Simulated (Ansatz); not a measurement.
```xyz
6

S    -1.5131   -1.2498   -0.7914
Al    0.0430    0.1189   -0.0825
S     1.0563   -0.4919    1.7608
H    -1.8159   -0.4853   -1.8676
H     0.4078    1.4487   -0.8446
H     1.8638    0.5953    1.7791
```

Method: Ansatz, RKS B3LYP-D4/def2-SVP.

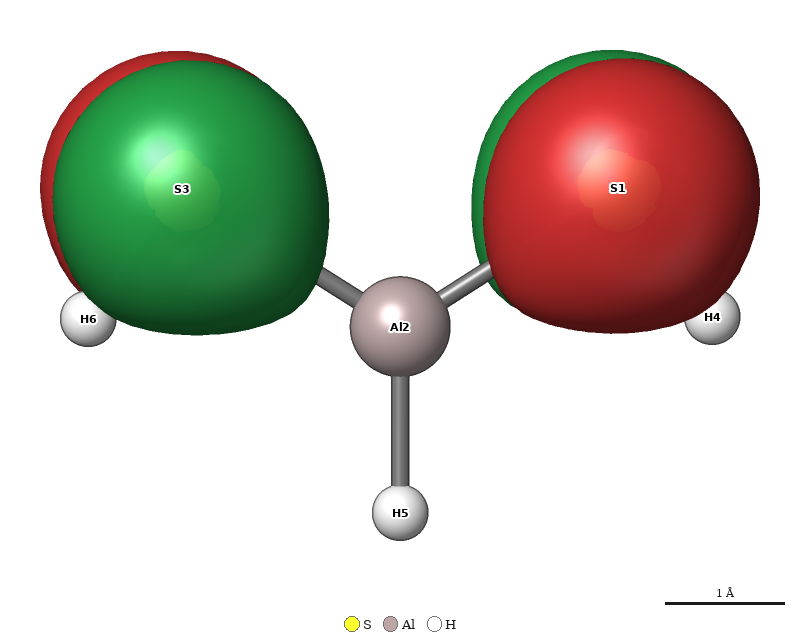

AlH$_{3}$S$_{2}$. The HOMO at ±0.1 Å⁻³ᐟ² (green and red are the two phases), seen across its widest extent.

Question: What is the character of this orbital?

Answer: By Hirshfeld shares it lies mainly on S1 (about 45 %) and S3 (about 45 %); it changes sign across the molecular plane (π type). Its energy is −7.14 eV.
